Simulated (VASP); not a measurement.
Shape and ions are relaxed at each volume.

Energy against volume of WC (wc). Calculation: rev-vdW-DF2, VASP's PBE PAW potentials (set 64) (plane waves; VASP 6.6.1).

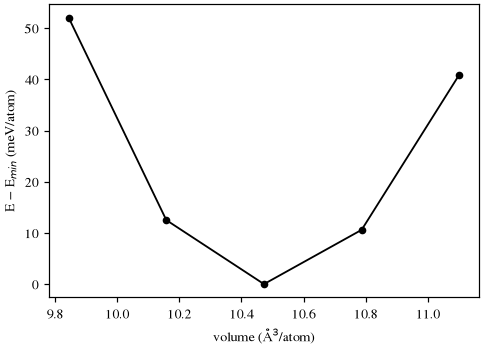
Figure. Energy against volume

Problem. Estimate the equilibrium volume and the bulk modulus.

Solution. The minimum lies near 10.5 Å³/atom, and the curvature gives B0 of about 390 GPa.

The compound is WC in the wc structure. It was relaxed first.
